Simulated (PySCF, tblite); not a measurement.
# C3H7Cl2NSi2: geometry, infrared bands and NMR shifts

What infrared bands and NMR shifts should C3H7Cl2NSi2 (`N#CC[SiH2][Si@H](Cl)CCl`) show?

The runs use tblite 0.8.0 and PySCF 2.14.0, with density-fitted response routines of our own; the level of theory stands in each step. All values are computed, except where a source is named. Atoms count from 0, in the outputs and in this text.

## Step 1: The molecule as given

15 atoms, charge 0, multiplicity 1; geometry from: force field or distance geometry start.

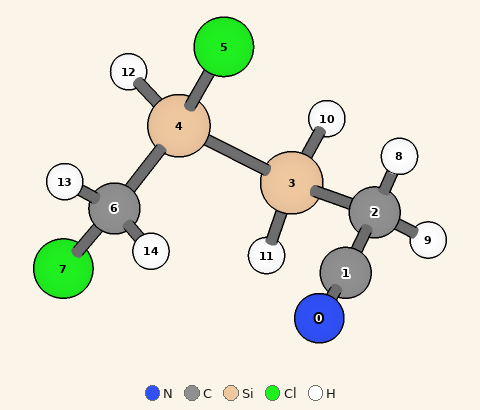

As it starts; nitrogen blue, carbon grey, silicon light orange, chlorine green, hydrogen white, atoms numbered.

## Step 2: Geometry optimisation with GFN2-xTB

What the job is given:

```
{"job": {"kind": "relax", "xc": "GFN2-xTB", "basis": "xTB"}, "charge": 0, "multiplicity": 1}
N     -1.632500     1.347900    -1.990800
C     -1.842000     0.552400    -1.186100
C     -2.030700    -0.457400    -0.123700
Si    -0.472300    -1.332800     0.317500
Si     1.124900     0.181400     1.004700
Cl     0.222100     1.572500     2.215700
C      1.891200     1.038300    -0.441000
Cl     2.870600    -0.115100    -1.374700
H     -2.455800     0.027200     0.762400
H     -2.787800    -1.186300    -0.458100
H     -0.768600    -2.282100     1.441400
H      0.006800    -2.168700    -0.811900
H      2.144300    -0.487600     1.855500
H      2.571500     1.831700    -0.119400
H      1.153800     1.486500    -1.113300
```

The run is started by

```bash
OMP_NUM_THREADS=1 python probes_run.py task.json out
```

One launch serves the whole session: the jobs run in the order shown.

**Question.** This job is followed by: GFN2-xTB harmonic vibrations, gas phase; GIAO PBE0/pcSseg-1 NMR shielding, non-relativistic, gas phase. What will the session give for the following? strongest single infrared mode (GFN2-xTB); zero-point energy (GFN2-xTB); 13C shifts against TMS (PBE0/pcSseg-1); 1H shifts against TMS (PBE0/pcSseg-1); 15N shifts against NH3 (PBE0/pcSseg-1); 29Si shifts against TMS (PBE0/pcSseg-1); 35Cl shifts against HCl (PBE0/pcSseg-1).

**Answer**, as computed:

| quantity | value |
| --- | --- |
| strongest single infrared mode (GFN2-xTB) | 2216 cm⁻¹, 300 km/mol |
| zero-point energy (GFN2-xTB) | 56.2 kcal/mol |
| 13C shifts against TMS (PBE0/pcSseg-1) | 124.4, 34.7, -5.5 ppm |
| 1H shifts against TMS (PBE0/pcSseg-1) | 5.27, 4.45, 4.24, 4.00, 3.50, 1.83, 1.82 ppm |
| 15N shifts against NH3 (PBE0/pcSseg-1) | 296.3 ppm |
| 29Si shifts against TMS (PBE0/pcSseg-1) | -13.6, -75.7 ppm |
| 35Cl shifts against HCl (PBE0/pcSseg-1) | 10, -43 ppm |

What this shows: Over 85 steps the energy fell by 0.253 eV; of the close pairs, C2–Si3 changed most, 1.841 to 1.933 Å. No mode is imaginary among the 39: a minimum at this level. The strongest single mode, at 2216 cm⁻¹, moves mainly H12 and H10. GFN2-xTB is a fitted tight-binding method: band positions and strengths are rough. Its intensities can rank the bands wrongly. C1 (nitrile carbon) lies farthest downfield among carbon, at 124.4 ppm; C≡N carbons fall here, among the sp2 signals but without a proton. At PBE0/pcSseg-1: The widest tensor belongs to N0: span 501 ppm, with a paramagnetic part of -369 ppm.
